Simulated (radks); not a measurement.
# Taking charge from the 4p level of In⁺ in fractions

Aim: follow energy and eigenvalue as charge leaves the 4p level of In⁺ bit by bit, and test Janak's theorem, Slater's transition state and the straight-line condition.

Method: scalar-relativistic Kohn-Sham, BLYP, spin-polarised, spherical densities, finite nucleus. Code: radks (a radial shooting solver on a logarithmic mesh, Libxc functionals) version 1.

## (1) Starting point

* element: indium (Z = 49)
* charge: +1
* electrons: 48
* configuration: [Ar] 3d10 4s2 4p(up 3, down 3) 4d10 5s2
* nuclear rms radius: 4.6156 fm

In the logs a row gives level, spin channel, occupation and eigenvalue; Etot, Ekin, Encl (electron-nucleus), Eh (Hartree) and Exc are energies, all in hartree; err is the last residual, it the number of iterations.

A shell typed twice in an input gives spin up, then spin down.

## (2) Start: [Ar] 3d10 4s2 4p(up 3, down 3) 4d10 5s2

Input:

```text
Z 49
configuration [Ar] 3d10 4s2 4p3 4p3 4d10 5s2
relativity scalar-relativistic
functional b88,lyp
spin polarised
nucleus finite rms 4.6156 fm
c 137.035999084
```

Standard output:

```text
1s      1   1.0000       -1020.33218533
2s      1   1.0000        -153.00627632
2p      1   3.0000        -137.37732468
3s      1   1.0000         -29.24290191
3p      1   3.0000         -24.12510614
3d      1   5.0000         -16.17415968
4s      1   1.0000          -4.66395386
4p      1   3.0000          -3.13791281
4d      1   5.0000          -0.95140340
5s      1   1.0000          -0.54953893
1s      2   1.0000       -1020.33218533
2s      2   1.0000        -153.00627632
2p      2   3.0000        -137.37732468
3s      2   1.0000         -29.24290191
3p      2   3.0000         -24.12510614
3d      2   5.0000         -16.17415968
4s      2   1.0000          -4.66395386
4p      2   3.0000          -3.13791281
4d      2   5.0000          -0.95140340
5s      2   1.0000          -0.54953893
Etot -5881.910875234788
Ekin 6130.720779152878
Encl -14208.098496647479
Eh 2355.397220953976
Exc -159.93037869416355
err 9.13033453905326e-09
it 16
```

Highest occupied level: 5s at -14.954 eV.

Radial moments (bohr):

| level | occupation | energy (eV) | <r> | outermost maximum (interpolated) | 90 % within | nodes |
| --- | --- | --- | --- | --- | --- | --- |
| 2p | 6 | -3738.2 | 0.1122 | 0.0869 | 0.183 | 0 |
| 3s | 2 | -795.74 | 0.3487 | 0.316 | 0.513 | 2 |
| 3p | 6 | -656.48 | 0.3472 | 0.309 | 0.522 | 1 |
| 3d | 10 | -440.12 | 0.3244 | 0.258 | 0.512 | 0 |
| 4s | 2 | -126.91 | 0.8476 | 0.769 | 1.23 | 3 |
| 4p | 6 | -85.387 | 0.9216 | 0.815 | 1.36 | 2 |
| 4d | 10 | -25.889 | 1.180 | 0.931 | 1.86 | 1 |
| 5s | 2 | -14.954 | 2.487 | 2.11 | 3.68 | 4 |

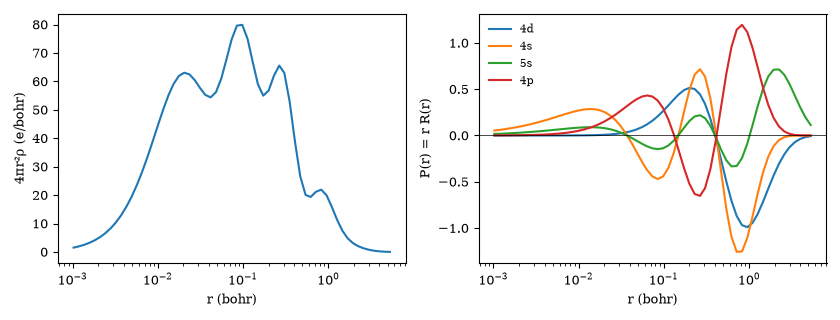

Radial density (left) and radial functions of outer levels (right).

## (3) 0.25 electron removed from 4p

Input:

```text
Z 49
configuration [Ar] 3d10 4s2 4p3 4p2.75 4d10 5s2
relativity scalar-relativistic
functional b88,lyp
spin polarised
nucleus finite rms 4.6156 fm
c 137.035999084
```

Standard output:

```text
1s      1   1.0000       -1020.51987978
2s      1   1.0000        -153.18206985
2p      1   3.0000        -137.55468083
3s      1   1.0000         -29.41609468
3p      1   3.0000         -24.29852631
3d      1   5.0000         -16.34734196
4s      1   1.0000          -4.82606211
4p      1   3.0000          -3.29629208
4d      1   5.0000          -1.09700986
5s      1   1.0000          -0.64407475
1s      2   1.0000       -1020.51738670
2s      2   1.0000        -153.18045702
2p      2   3.0000        -137.55225982
3s      2   1.0000         -29.41363422
3p      2   3.0000         -24.29574672
3d      2   5.0000         -16.34447859
4s      2   1.0000          -4.81495764
4p      2   2.7500          -3.28588619
4d      2   5.0000          -1.08924178
5s      2   1.0000          -0.64339752
Etot -5881.108465168278
Ekin 6129.903787295401
Encl -14198.913564857881
Eh 2347.6484757597514
Exc -159.74716336554997
err 3.827529443605096e-09
it 17
```

Energy against step 2 (start: [Ar] 3d10 4s2 4p(up 3, down 3) 4d10 5s2): +21.835 eV. 5s down is the highest filled level (-17.508 eV).

## (4) 0.5 electron removed from 4p

Input:

```text
Z 49
configuration [Ar] 3d10 4s2 4p3 4p2.5 4d10 5s2
relativity scalar-relativistic
functional b88,lyp
spin polarised
nucleus finite rms 4.6156 fm
c 137.035999084
```

Standard output:

```text
1s      1   1.0000       -1020.71269861
2s      1   1.0000        -153.36288012
2p      1   3.0000        -137.73707539
3s      1   1.0000         -29.59410319
3p      1   3.0000         -24.47676481
3d      1   5.0000         -16.52536124
4s      1   1.0000          -4.99236154
4p      1   3.0000          -3.45878044
4d      1   5.0000          -1.24683793
5s      1   1.0000          -0.74185767
1s      2   1.0000       -1020.70768510
2s      2   1.0000        -153.35965010
2p      2   3.0000        -137.73221690
3s      2   1.0000         -29.58915754
3p      2   3.0000         -24.47117777
3d      2   5.0000         -16.51961065
4s      2   1.0000          -4.97002398
4p      2   2.5000          -3.43782922
4d      2   5.0000          -1.23102521
5s      2   1.0000          -0.74036871
Etot -5880.268568498907
Ekin 6129.049534387075
Encl -14189.478563735534
Eh 2339.720052532054
Exc -159.55959168250203
err 7.442779357691255e-09
it 17
```

E − E(step 2, start: [Ar] 3d10 4s2 4p(up 3, down 3) 4d10 5s2) = +44.689 eV. 5s down is the highest filled level (-20.146 eV).

## (5) 0.75 electron removed from 4p

Input:

```text
Z 49
configuration [Ar] 3d10 4s2 4p3 4p2.25 4d10 5s2
relativity scalar-relativistic
functional b88,lyp
spin polarised
nucleus finite rms 4.6156 fm
c 137.035999084
```

Standard output:

```text
1s      1   1.0000       -1020.91035759
2s      1   1.0000        -153.54841213
2p      1   3.0000        -137.92421467
3s      1   1.0000         -29.77662401
3p      1   3.0000         -24.65951841
3d      1   5.0000         -16.70791493
4s      1   1.0000          -5.16254243
4p      1   3.0000          -3.62507420
4d      1   5.0000          -1.40059327
5s      1   1.0000          -0.84268465
1s      2   1.0000       -1020.90279499
2s      2   1.0000        -153.54355833
2p      2   3.0000        -137.91689993
3s      2   1.0000         -29.76916622
3p      2   3.0000         -24.65109355
3d      2   5.0000         -16.69925032
4s      2   1.0000          -5.12882774
4p      2   2.2500          -3.59342265
4d      2   5.0000          -1.37645744
5s      2   1.0000          -0.84025080
Etot -5879.390234192364
Ekin 6128.157021623652
Encl -14179.807330468824
Eh 2331.628128437157
Exc -159.36805378434957
err 6.551770671709799e-09
it 17
```

E − E(step 2, start: [Ar] 3d10 4s2 4p(up 3, down 3) 4d10 5s2) = +68.590 eV. Highest occupied level: 5s down at -22.864 eV.

## (6) 1 electron removed from 4p

Input:

```text
Z 49
configuration [Ar] 3d10 4s2 4p3 4p2 4d10 5s2
relativity scalar-relativistic
functional b88,lyp
spin polarised
nucleus finite rms 4.6156 fm
c 137.035999084
```

Standard output:

```text
1s      1   1.0000       -1021.11261649
2s      1   1.0000        -153.73841539
2p      1   3.0000        -138.11584945
3s      1   1.0000         -29.96339911
3p      1   3.0000         -24.84652926
3d      1   5.0000         -16.89474571
4s      1   1.0000          -5.33634168
4p      1   3.0000          -3.79491595
4d      1   5.0000          -1.55802547
5s      1   1.0000          -0.94638269
1s      2   1.0000       -1021.10247497
2s      2   1.0000        -153.73192934
2p      2   3.0000        -138.10605765
3s      2   1.0000         -29.95340011
3p      2   3.0000         -24.83523383
3d      2   5.0000         -16.88313757
4s      2   1.0000          -5.29109148
4p      2   2.0000          -3.75239479
4d      2   5.0000          -1.52528600
5s      2   1.0000          -0.94287220
Etot -5878.472584801123
Ekin 6127.225329060213
Encl -14169.911546575226
Eh 2323.3865336874087
Exc -159.17290097351867
err 6.3023512179957405e-09
it 17
```

E − E(step 2, start: [Ar] 3d10 4s2 4p(up 3, down 3) 4d10 5s2) = +93.561 eV. 5s down is the highest filled level (-25.657 eV).

## (7) What came out

| removed (e) | E − E(0) (eV) | eigenvalue (eV) | E minus straight line (eV) |
| --- | --- | --- | --- |
| 0 | 0.000 | -85.387 | 0.000 |
| 0.25 | 21.835 | -89.414 | -1.555 |
| 0.5 | 44.689 | -93.548 | -2.091 |
| 0.75 | 68.590 | -97.782 | -1.580 |
| 1 | 93.561 | -102.11 | 0.000 |

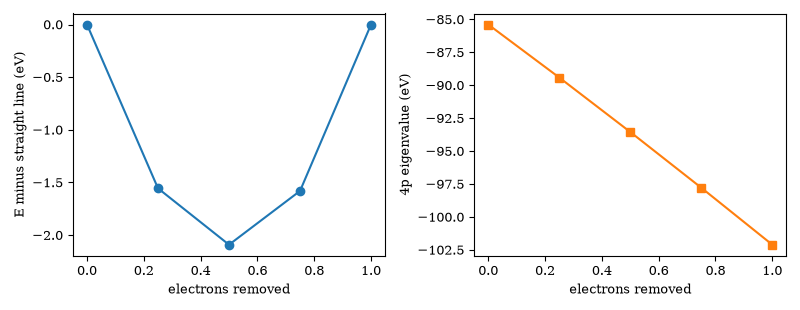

Left: the energy against the straight line between the ends. Right: the eigenvalue of the level emptied.

What this shows: Removing the whole electron costs 93.561 eV, against 85.387 eV from minus the starting eigenvalue. Slater's transition state, half an electron removed, gives 93.548 eV. The trapezoid integral of minus the eigenvalue gives 93.623 eV over the range, against 93.561 eV from the energies (Janak's theorem; approximate here, since the scalar-relativistic density holds large components alone). The eigenvalue moves by 16.7 eV per electron. E bends below the straight line by 2.09 eV at 0.5 electron removed.
